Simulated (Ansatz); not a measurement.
# Screening in C4S5O (Pc), part 2 of 2

Wanted: ε∞ of C4S5O (Pc) from perturbation theory, a sum over states and the RPA step of G0W0, with cost.

Ansatz 0.2.0; linear response on PBE, plane waves, PAW. Known limits of the many-body steps: not at the basis limit; coarse k mesh.

So far. Step 2 (Response to a homogeneous field): One over ε∞ averages 0.26, near the quarter of exact exchange in PBE0. Step 3 (Independent-particle spectrum): The sum gives ε∞ = 3.93, 5.95 and 6.81 without local fields.

### Step 4. RPA screening from the G0W0 run

Now the one-shot GW correction: screening in the RPA, then the self-energy of the levels asked for. This step takes PAW set soft_1 files.

This step: G0W0 on PBE, plane waves, PAW; PAW set soft_1.

The input, input.yaml:

```yaml
crystal:
  lattice:
    - [3.9638, 0.0, 0.0]
    - [0.0, 11.0211, 0.0]
    - [-2.2503537532, 0.0, 8.5408209769]
  atoms:
    - { symbol: C, position: [0.9954444397, 0.1796739709, 0.3639247569] }
    - { symbol: C, position: [0.9954444397, 0.8203260291, 0.8639247569] }
    - { symbol: C, position: [0.4303161322, 0.201707041, 0.6372972353] }
    - { symbol: C, position: [0.4303161322, 0.798292959, 0.1372972353] }
    - { symbol: C, position: [0.7934383888, 0.3409955639, 0.8579692616] }
    - { symbol: C, position: [0.7934383888, 0.6590044361, 0.3579692616] }
    - { symbol: C, position: [0.3676703384, 0.3173331213, 0.5811982461] }
    - { symbol: C, position: [0.3676703384, 0.6826668787, 0.0811982461] }
    - { symbol: S, position: [0.7175656305, 0.1290236316, 0.2041229421] }
    - { symbol: S, position: [0.7175656305, 0.8709763684, 0.7041229421] }
    - { symbol: S, position: [0.2162793335, 0.0863359043, 0.5167550488] }
    - { symbol: S, position: [0.2162793335, 0.9136640957, 0.0167550488] }
    - { symbol: S, position: [0.7019628428, 0.181898402, 0.8234195846] }
    - { symbol: S, position: [0.7019628428, 0.818101598, 0.3234195846] }
    - { symbol: S, position: [0.0945683707, 0.3332646569, 0.3947420537] }
    - { symbol: S, position: [0.0945683707, 0.6667353431, 0.8947420537] }
    - { symbol: S, position: [0.5678526524, 0.4359530879, 0.6984529155] }
    - { symbol: S, position: [0.5678526524, 0.5640469121, 0.1984529155] }
    - { symbol: O, position: [-0.010268129, 0.3802644671, 0.9759479553] }
    - { symbol: O, position: [-0.010268129, 0.6197355329, 0.4759479553] }
kpoints:
  mp_grid: { grid: [4, 2, 2] }
hamiltonian:
  xc: pbe
  pseudopotentials: { kind: paw, azcp: { folder: soft_1 } }
scf:
  occupations: { method: fixed }
gw:
  n_empty_bands: 977
  ecut_chi: 110.0
  qp_bands: [v4, c4]
  qp_kpoints: band_edges
  screening: { model: contour_deformation }
```

Run with:

```console
> ansatz run input.yaml --threads 2 --pin off --max-ram 92160MiB --backend cuda --events-out ev --progress --plain --runs-dir out --devices 1 --max-vram 13GiB
```

Numbers of over 12 decimals in the logs are rounded to 6 here.

Log:

```text
GPUs: using 1 of 1 available (devices: 1).
[...]
GPU FFT provider: cuFFT
GPU libraries: cuBLAS 13.8.2, cuFFT 12.4.0, cuSOLVER 12.3.4
Crystal: 20 atoms, lattice volume = 373.109 Å³
Basis set: ecut = 420 eV, 7335 PW (Γ)
Bands: 72, of which v1, the nominal top of the filled ones, is band 52 counted from 1 (51 counted from 0)
Symmetry: 2 space group operations
[...]
k-points: 12 of 16 (time reversal used)
[...]
0    56      6.3897    -9.0757    -4.3614   -14.4731  0.7598     7.4577     7.4256  root
[...]
11    53      5.4066    -9.3911    -3.5287   -13.6586  0.7497     6.1590     6.1454  root
    11    54      5.4066    -9.3911    -3.5287   -13.6586  0.7497     6.1590     6.1454  root
    11    55      6.1303    -9.6487    -3.9664   -14.6347  0.7493     7.1824     7.1500  root
    11    56      6.1303    -9.6487    -3.9664   -14.6347  0.7493     7.1824     7.1500  root
[key lines of the parts left out:]
SCF converged after 12 iterations
Free energy (F): -12155.921767 eV
Fermi energy:    3.446139 eV
```

The job ended after 2 min (1 × NVIDIA H100 80GB HBM3 (shared by 6 runs) with 2 threads of AMD EPYC 7R13 (Zen 3), shared host; peak memory 4.4 GiB).

This step gave:

- bands summed: 1029
- RPA ε∞ on this mesh (eigenvalues): 2.528, 4.093, 5.150
- plane waves in the screening matrix: 983
- G0W0 gap on the mesh: 2.992 eV
- k of the valence top: -0.5, -0.5, 0
- k of the conduction bottom: -0.5, 0, 0
- starting gap on the mesh: 1.582 eV
- least direct G0W0 gap on the computed points: 3.067 eV

The gap on the mesh goes from 1.58 eV to 2.99 eV, a correction of +1.41 eV. Between the two edge states, bare exchange in place of the xc potential would open the gap by 6.03 eV, and correlation takes back 4.62 eV.

Mean over the mesh in bins of 0.25 1/Å. The static inverse dielectric function, diagonal by length of q+G:

```
length of q+G (Å⁻¹)  static inverse dielectric function, diagonal
               0.33                                         0.252
               0.51                                         0.321
               0.78                                         0.361
               1.01                                         0.416
               1.25                                         0.484
               1.51                                         0.556
               1.76                                         0.622
               2.00                                         0.678
               2.25                                         0.724
               2.51                                         0.768
               2.76                                         0.801
               3.00                                         0.828
               3.25                                         0.853
               3.51                                         0.875
               3.75                                         0.893
               4.01                                         0.910
               4.25                                         0.924
               4.50                                         0.937
               4.75                                         0.949
               5.00                                         0.958
               5.25                                         0.967
```

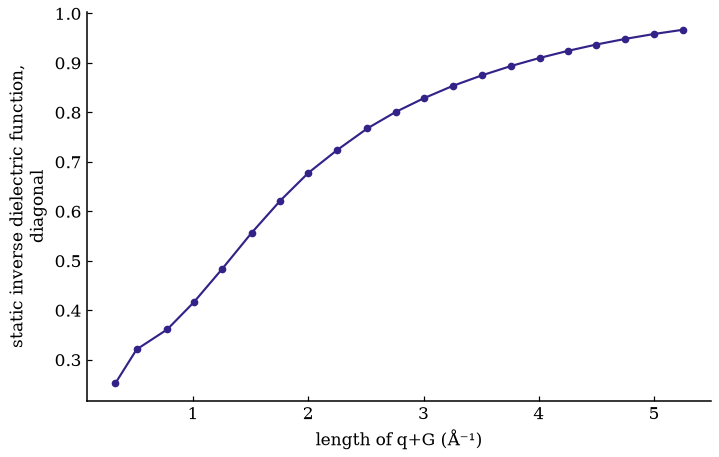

Static inverse dielectric function, diagonal, plotted against length of q+G.

### Step 5. The values together

Times are wall times on 1 × NVIDIA H100 80GB HBM3 (shared by 6 runs) with 2 threads of AMD EPYC 7R13 (Zen 3), shared host, good to a factor of about two.

```csv
method,mesh,"ε∞, low",middle,high,mean,time
perturbation theory (local fields and xc kernel),6×2×4 (response on 48 points),2.68,4.33,5.45,4.16,84 s
sum over states (no local fields),6×2×4,3.93,5.95,6.81,5.56,2.2 min
"RPA with local fields, on the GW mesh",4×2×2,2.53,4.09,5.15,3.92,2 min
```

### Step 6. Summary of results

* perturbation theory (local fields and xc kernel): 2.68, 4.33, 5.45
* sum over states (no local fields): 3.93, 5.95, 6.81
* RPA with local fields, on the GW mesh: 2.53, 4.09, 5.15

In words: Mean Born effective charge: C1 1.09, C3 -0.13, C5 1.43, C7 -0.10, S9 -1.11, S11 0.13 e. Distinct peaks of the ε₂ (xx) stand at 2.5, 5.0, 7.8, 9.7 and 12.6 eV; the one at 9.7 eV is strongest. The loss function (xx) has its highest peak at 21.8 eV. The sum without local fields gives 5.56 in the mean against 4.16 by perturbation theory; local fields lower ε∞ and the xc kernel gives part of it back, though the sum also carries the error of its own mesh. The RPA values on the 4×2×2 mesh average 0.94 times those of perturbation theory (means 3.92 and 4.16, which can hide unlike anisotropies). Without the xc kernel RPA should lie a little lower, as the mean does. PBE usually puts the gap too low, which tends to raise ε∞. Ions are clamped, so the lattice part of the static constant is not in these numbers.

[Paths, hosts, dates, memory and timing lines, banners, echoed tables and standing remarks are left out of the program output.]

[Logs are printed without paths, hosts, clocks, repeated set-up lines and the standing remarks that a program may print on its own settings, such as how far it seeks lower states.]

[Runs of the session that timed out or met a known fault of the program may be left out.]

[Cells called generated may have been cut or substituted from an entry of the Crystallography Open Database or the Materials Project.]

[Hosts, paths, dates, database ids (printed as entryN), source tags and the programs' standing remarks are cut or masked in the printed files.]
